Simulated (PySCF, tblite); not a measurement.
**C₄H₇NS₂Si: geometry, infrared bands and NMR shifts**

What infrared bands and NMR shifts should C₄H₇NS₂Si (`[SiH3]CSc1ccsn1`) show?

The runs use tblite 0.8.0 and PySCF 2.14.0, with density-fitted response routines of our own; the level of theory stands in each step. All values are computed, except where a source is named. Atoms are numbered from 0 throughout.

**1. The starting structure**

15 atoms, charge 0, multiplicity 1; geometry from: force field or distance geometry start.

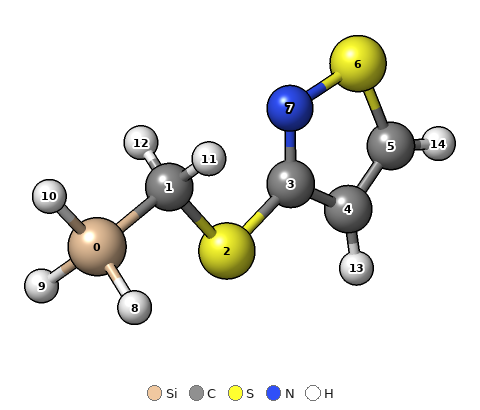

The starting geometry (silicon light orange, carbon grey, sulfur yellow, nitrogen blue, hydrogen white), atoms numbered.

**2. Relaxing the molecule with GFN2-xTB**

What the job is given:

```
{"job": {"kind": "relax", "xc": "GFN2-xTB", "basis": "xTB"}, "charge": 0, "multiplicity": 1}
Si    -3.192100     0.041800    -0.128600
C     -1.431400     0.564600    -0.100900
S     -0.376700    -0.927200     0.043700
C      1.227200    -0.220500     0.051000
C      2.391800    -1.044700     0.162000
C      3.522000    -0.258800     0.147200
S      3.053300     1.384900     0.026800
N      1.427300     1.089800    -0.009700
H     -3.584600    -0.682100     1.114000
H     -3.501100    -0.828400    -1.291800
H     -4.082300     1.237600    -0.236800
H     -1.245600     1.211600     0.767900
H     -1.178800     1.106900    -0.995600
H      2.404900    -2.123300     0.218700
H      4.561600    -0.544200     0.210000
```

The run is started by

```
$ OMP_NUM_THREADS=1 python probes_run.py task.json out
```

This one command runs all jobs of the session in turn.

**Question.** This job is followed by: GFN2-xTB harmonic vibrations, gas phase; GIAO PBE0/pcSseg-1 NMR shielding, non-relativistic, gas phase. What will the session give for the following? strongest single infrared mode (GFN2-xTB); zero-point energy (GFN2-xTB); ¹³C shifts against TMS (PBE0/pcSseg-1); ¹H shifts against TMS (PBE0/pcSseg-1, means over atoms taken as alike); ²⁹Si shifts against TMS (PBE0/pcSseg-1); ³³S shifts against CS2 (PBE0/pcSseg-1); ¹⁵N shifts against NH3 (PBE0/pcSseg-1).

As calculated:

| quantity | value |
| --- | --- |
| strongest single infrared mode (GFN2-xTB) | 783 cm⁻¹, 493 km/mol |
| zero-point energy (GFN2-xTB) | 60.1 kcal/mol |
| ¹³C shifts against TMS (PBE0/pcSseg-1) | 170.9, 159.0, 124.2, 16.3 ppm |
| ¹H shifts against TMS (PBE0/pcSseg-1, means over atoms taken as alike) | 8.46, 7.09, 4.08, 2.73 ppm |
| ²⁹Si shifts against TMS (PBE0/pcSseg-1) | -73.7 ppm |
| ³³S shifts against CS2 (PBE0/pcSseg-1) | 399, 59 ppm |
| ¹⁵N shifts against NH3 (PBE0/pcSseg-1) | 305.9 ppm |

**Reading.** Over 47 steps the energy fell by 0.160 eV; of the close pairs, Si0–C1 changed most, 1.837 to 1.905 Å. No mode is imaginary among the 39: a minimum at this level. The strongest single mode, at 783 cm⁻¹, moves mainly H10, H8 and H9. GFN2-xTB is a fitted tight-binding method: band positions and strengths are rough. Its intensities can rank the bands wrongly. At PBE0/pcSseg-1: The largest span, 543 ppm, is at S2, where the paramagnetic term is -613 ppm. NICS(1)zz of -26 ppm above the planar ring from C3 marks a diatropic (aromatic) ring current.
